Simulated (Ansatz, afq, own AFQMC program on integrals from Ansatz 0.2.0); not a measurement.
# AlGaH2 (triplet): AFQMC on the coupled-cluster ladder at scale of all distances = 1.000, cc-pVDZ, part 1 of 2

How near does AFQMC come to the top of the ladder for AlGaH2 (triplet)?

The runs use Ansatz 0.2.0, Gaussian basis, and an in-house AFQMC program (afq) on its integrals; all values are calculated; cc-pVDZ, frozen cores.

Plan: PBE (unrestricted); r2SCAN (unrestricted); PBE0 (unrestricted); B3LYP (unrestricted); wB97M-V (unrestricted); B2PLYP (unrestricted); CCSD(T) on UHF; CCSDT(Q) on UHF; Phaseless AFQMC, CISD trial on UHF; Phaseless AFQMC, single-determinant trial on UHF; Free-projection AFQMC, CISD trial on UHF.

2 further runs of the same task are left out: 2 that didn't finish.

## Step 1: The geometry

The geometry derives from a PBE0/def2-TZVP stationary point (not a proven minimum). All distances are scaled together. No spin-orbit coupling is included. The filled d shell of Ga may be among the frozen orbitals whatever the setting's name suggests; the logs give the count.

4 atoms, charge 0, spin multiplicity 3.

Atoms are counted from 1 here; the program's logs count them from 0.

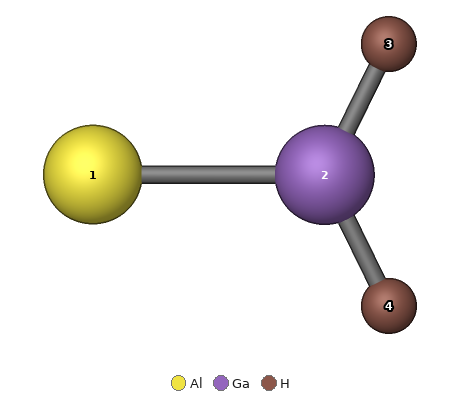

The geometry (aluminium yellow, gallium purple, hydrogen brown); atoms are numbered from 1 in the order of the file.

## Step 2: PBE (unrestricted)

Input file in.yaml:

```yaml
crystal:
  periodic: [false, false, false]
  atoms:
    - {symbol: Al, position_ang: [0.000000, 0.000000, 1.818997]}
    - {symbol: Ga, position_ang: [0.000000, 0.000000, -0.664806]}
    - {symbol: H, position_ang: [0.000000, 1.407254, -1.352806]}
    - {symbol: H, position_ang: [0.000000, -1.407254, -1.352806]}
basis:
  gaussian: {orbitals: cc-pVDZ}
magnetization: {spin_polarized: true, initial_magnetization: 2}
hamiltonian: {xc: {name: PBE}}
output: {orbitals: {seedname: orbitals}}
```

The run is started by

```sh
$ ansatz run in.yaml --threads 1 --pin off --events-out ev --progress --plain --max-ram 1382MiB
```

Output:

```text
Functional definition: PBE
  name "PBE"
  cite "Perdew, Burke & Ernzerhof, Phys. Rev. Lett. 77, 3865 (1996) doi:10.1103/PhysRevLett.77.3865"
  parent pbe
  parameter kappa = 0.804
  parameter beta = 0.06672455060314922
  exchange = pbe_x(kappa = kappa, mu = beta*pi^2/3)
  correlation = pbe_c(beta = beta)
590 factors; integrals over basis functions are off by at most 7.6e-4 eV
mean field evaluation 1: about -58990.9375 eV, gradient 1.2e1 eV
mean field evaluation 2: about -58986.1145 eV, gradient 2.1e1 eV
mean field evaluation 4: about -58992.5252 eV, gradient 2.0e0 eV
mean field evaluation 8: about -58992.5627 eV, gradient 2.2e-2 eV
mean field evaluation 16: about -58991.3940 eV, gradient 4.1e0 eV
mean field evaluation 32: about -58991.6285 eV, gradient 6.0e0 eV
mean field -58992.56267877 eV, -2167.9366918496 hartree, gradient 6.0e-5 eV, S^2 2.002870; 4 other end points of the search recorded, 0 dependent functions left out
reference -58992.56271640 eV, -2167.9366932327 hartree; 24, 22 occupied and 31, 33 virtual orbitals, 590 factors
Total energy: -58992.56271640 eV, -2167.9366932327 hartree
```

Run time: 6 s. Hardware: 1 thread of Arm Neoverse N1, shared host.

From the report: ⟨S²⟩ of the determinant 2.003 (pure triplet: 2.00).

## Step 3: r2SCAN (unrestricted)

in.yaml: that of step 2 with these lines changed.

```diff
@@ -10,3 +10,2 @@
 magnetization: {spin_polarized: true, initial_magnetization: 2}
-hamiltonian: {xc: {name: PBE}}
-output: {orbitals: {seedname: orbitals}}
+hamiltonian: {xc: {name: r2SCAN}}
```

Launched as before.

Output, shortened:

```text
Functional definition: r2SCAN
  name "r2SCAN"
  cite "Furness, Kaplan, Ning, Perdew & Sun, J. Phys. Chem. Lett. 11, 8208 (2020) doi:10.1021/acs.jpclett.0c02405"
  cite "Furness, Kaplan, Ning, Perdew & Sun, J. Phys. Chem. Lett. 11, 9248 (2020) doi:10.1021/acs.jpclett.0c03077"
  parent r2scan
[...]
590 factors; integrals over basis functions are off by at most 7.6e-4 eV
[...]
mean field -59003.20517638 eV, -2168.3277964230 hartree, gradient 7.4e-6 eV, S^2 2.008146; 4 other end points of the search recorded, 0 dependent functions left out
reference -59003.20519135 eV, -2168.3277969732 hartree; 24, 22 occupied and 31, 33 virtual orbitals, 590 factors
Total energy: -59003.20519135 eV, -2168.3277969732 hartree
```

Wall time 16 s (1 thread of Arm Neoverse N1, shared host).

From the report: ⟨S²⟩ of the determinant 2.008 (pure triplet: 2.00).

## Step 4: PBE0 (unrestricted)

in.yaml: that of step 3 with these lines changed.

```diff
@@ -10,2 +10,3 @@
 magnetization: {spin_polarized: true, initial_magnetization: 2}
-hamiltonian: {xc: {name: r2SCAN}}
+hamiltonian: {xc: {name: PBE0}}
+output: {orbitals: {seedname: orbitals}}
```

The command is unchanged.

Output:

```text
Functional definition: PBE0
  name "PBE0"
  cite "Adamo & Barone, J. Chem. Phys. 110, 6158 (1999) doi:10.1063/1.478522"
  cite "Perdew, Burke & Ernzerhof, Phys. Rev. Lett. 77, 3865 (1996) doi:10.1103/PhysRevLett.77.3865"
  parent pbe
  parameter a = 0.25
  parameter kappa = 0.804
  parameter beta = 0.06672455060314922
  exchange = (1 - a)*pbe_x(kappa = kappa, mu = beta*pi^2/3) + a*exact_x
  correlation = pbe_c(beta = beta)
590 factors; integrals over basis functions are off by at most 7.6e-4 eV
mean field evaluation 1: about -58993.3296 eV, gradient 8.3e0 eV
mean field evaluation 2: about -58993.3476 eV, gradient 8.1e0 eV
mean field evaluation 4: about -58994.3080 eV, gradient 5.0e-1 eV
mean field evaluation 8: about -58994.3274 eV, gradient 4.2e-2 eV
mean field evaluation 16: about -58994.3275 eV, gradient 3.4e-4 eV
mean field -58994.32748132 eV, -2168.0015471471 hartree, gradient 2.5e-5 eV, S^2 2.005074; 1 other end points of the search recorded, 0 dependent functions left out
reference -58994.32750949 eV, -2168.0015481822 hartree; 24, 22 occupied and 31, 33 virtual orbitals, 590 factors
Total energy: -58994.32750949 eV, -2168.0015481822 hartree
```

Run time: 5.5 s. Hardware: 1 thread of Arm Neoverse N1, shared host.

From the report: ⟨S²⟩ of the determinant 2.005 (pure triplet: 2.00).

## Step 5: B3LYP (unrestricted)

in.yaml: that of step 4 with these lines changed.

```diff
@@ -10,3 +10,2 @@
 magnetization: {spin_polarized: true, initial_magnetization: 2}
-hamiltonian: {xc: {name: PBE0}}
-output: {orbitals: {seedname: orbitals}}
+hamiltonian: {xc: {name: B3LYP}}
```

Launched as before.

Output, shortened:

```text
Functional definition: B3LYP
  name "B3LYP"
  cite "Stephens, Devlin, Chabalowski & Frisch, J. Phys. Chem. 98, 11623 (1994) doi:10.1021/j100096a001"
  cite "Becke, Phys. Rev. A 38, 3098 (1988) doi:10.1103/PhysRevA.38.3098"
  cite "Lee, Yang & Parr, Phys. Rev. B 37, 785 (1988) doi:10.1103/PhysRevB.37.785"
  cite "Vosko, Wilk & Nusair, Can. J. Phys. 58, 1200 (1980) doi:10.1139/p80-159"
[...]
590 factors; integrals over basis functions are off by at most 7.6e-4 eV
[...]
mean field -59006.28836920 eV, -2168.4411016693 hartree, gradient 3.8e-5 eV, S^2 2.003458; 1 other end points of the search recorded, 0 dependent functions left out
reference -59006.28858253 eV, -2168.4411095090 hartree; 24, 22 occupied and 31, 33 virtual orbitals, 590 factors
Total energy: -59006.28858253 eV, -2168.4411095090 hartree
```

Wall time 4.8 s (1 thread of Arm Neoverse N1, shared host).

From the report: ⟨S²⟩ of the determinant 2.003 (pure triplet: 2.00).

## Step 6: wB97M-V (unrestricted)

in.yaml: that of step 5 with these lines changed.

```diff
@@ -10,2 +10,3 @@
 magnetization: {spin_polarized: true, initial_magnetization: 2}
-hamiltonian: {xc: {name: B3LYP}}
+hamiltonian: {xc: {name: wB97M-V}}
+output: {orbitals: {seedname: orbitals}}
```

The command is unchanged.

Output, shortened:

```text
Functional definition: wB97M-V
  name "wB97M-V"
  cite "Mardirossian & Head-Gordon, J. Chem. Phys. 144, 214110 (2016) doi:10.1063/1.4952647"
  cite "Becke, J. Chem. Phys. 107, 8554 (1997) doi:10.1063/1.475007"
  cite "Vydrov & Van Voorhis, J. Chem. Phys. 133, 244103 (2010) doi:10.1063/1.3521275"
  # Of w^i u^j: cxij and so on, Table III.
[...]
  gx(w, u) = 1 - cx + cx01*u + cx10*w
  gss(w, u) = css00 + css04*u^4 + css10*w + css20*w^2 + css43*w^4*u^3
  gos(w, u) = cos00 + cos10*w + (cos20 + cos21*u)*w^2 + (cos60 + cos61*u)*w^6
[...]
      + integral(e_c_pw_mod_opposite_spin*gos(b97_w_opposite, b97_u_opposite)) + vv10(b, c)
590 factors; integrals over basis functions are off by at most 7.6e-4 eV
187 factors; integrals over basis functions are off by at most 1.6e-5 eV
[...]
mean field -59000.70223948 eV, -2168.2358151885 hartree, gradient 2.5e-5 eV, S^2 2.003908; 1 other end points of the search recorded, 0 dependent functions left out
reference -59000.70227912 eV, -2168.2358166451 hartree; 24, 22 occupied and 31, 33 virtual orbitals, 590 factors
Total energy: -59000.70227912 eV, -2168.2358166451 hartree
```

Wall time 24 s (1 thread of Arm Neoverse N1, shared host); peak memory 0.25 GiB.

From the report: ⟨S²⟩ of the determinant 2.004 (pure triplet: 2.00).

## Step 7: B2PLYP (unrestricted)

in.yaml: that of step 6 with these lines changed.

```diff
@@ -10,3 +10,3 @@
 magnetization: {spin_polarized: true, initial_magnetization: 2}
-hamiltonian: {xc: {name: wB97M-V}}
-output: {orbitals: {seedname: orbitals}}
+hamiltonian: {xc: {name: B2PLYP}}
+correlation: {electrons: outside_noble_gas}
```

The command is unchanged.

Output, shortened:

```text
Functional definition: B2PLYP
  name "B2PLYP"
  cite "Grimme, J. Chem. Phys. 124, 034108 (2006) doi:10.1063/1.2148954"
  cite "Becke, Phys. Rev. A 38, 3098 (1988) doi:10.1103/PhysRevA.38.3098"
  cite "Lee, Yang & Parr, Phys. Rev. B 37, 785 (1988) doi:10.1103/PhysRevB.37.785"
[...]
590 factors; integrals over basis functions are off by at most 7.6e-4 eV
[...]
mean field -58988.52516655 eV, -2167.7883160122 hartree, gradient 8.8e-6 eV, S^2 2.008081; 2 other end points of the search recorded, 0 dependent functions left out
19 core orbitals not correlated: weight in the atoms' cores, before any rotation towards them, 0.998 or more for the frozen orbitals, at most 0.001 for the correlated occupied ones
reference -58988.52530060 eV, -2167.7883209384 hartree; 5, 3 occupied and 31, 33 virtual orbitals, 590 factors
second order -3.55928350 eV of doubles, -0.00000000 eV of singles
Total energy: -58989.48630714 eV, -2167.8236372775 hartree
```

It took 5.5 s on 1 thread of Arm Neoverse N1, shared host.

From the report: ⟨S²⟩ of the determinant 2.008 (pure triplet: 2.00).

## Step 8: CCSD(T) on UHF

in.yaml: that of step 7 with these lines changed.

```diff
@@ -10,3 +10,2 @@
 magnetization: {spin_polarized: true, initial_magnetization: 2}
-hamiltonian: {xc: {name: B2PLYP}}
-correlation: {electrons: outside_noble_gas}
+correlation: {method: ccsd_t, electrons: outside_noble_gas, hamiltonian_folder: ham}
```

Same command.

Output, shortened:

```text
Functional definition: HF
  name "HF"
  cite "Fock, Z. Phys. 61, 126 (1930) doi:10.1007/BF01340294"
  parent pbe
[...]
590 factors; integrals over basis functions are off by at most 7.6e-4 eV
[...]
mean field -58946.22575966 eV, -2166.2338414806 hartree, gradient 2.0e-6 eV, S^2 2.016011; 11 other end points of the search recorded, 0 dependent functions left out
determinant -58946.22575966 eV, -2166.2338414806 hartree, with singles and doubles -58949.79196492 eV, -2166.3648971067 hartree
determinant -58945.65097813 eV, -2166.2127186489 hartree, with singles and doubles -58949.03232783 eV, -2166.3369809584 hartree
determinant -58944.37391733 eV, -2166.1657875302 hartree, with singles and doubles -58947.90728014 eV, -2166.2956362185 hartree
determinant -58943.40653161 eV, -2166.1302367606 hartree, with singles and doubles -58947.23895588 eV, -2166.2710757551 hartree
determinant -58942.95838854 eV, -2166.1137678065 hartree, with singles and doubles -58946.54427480 eV, -2166.2455466963 hartree
19 core orbitals not correlated: weight in the atoms' cores, before any rotation towards them, 0.999 or more for the frozen orbitals, at most 0.001 for the correlated occupied ones
reference -58946.22575966 eV, -2166.2338414806 hartree; 5, 3 occupied and 31, 33 virtual orbitals, 590 factors
second order -2.68768472 eV of doubles, -0.00000000 eV of singles
cycle   1  -3.56629793 eV  change   -9.3e-5 eV  update   1.3e-3
[...]
cycle   8  -3.56648862 eV  change    3.6e-6 eV  update   3.5e-6
perturbative correction -0.10863143 eV, -0.0039921315 hartree
Total energy: -58949.90087972 eV, -2166.3688996516 hartree
```

Run time: 11 s. Hardware: 1 thread of Arm Neoverse N1, shared host.

From the report: ⟨S²⟩ of the determinant 2.016 (pure triplet: 2.00); correlation -3.6751 eV; T1 0.029; largest double amplitude 0.09.

This run also writes the integrals to the folder ham.

(Continued in part 2 of 2.)
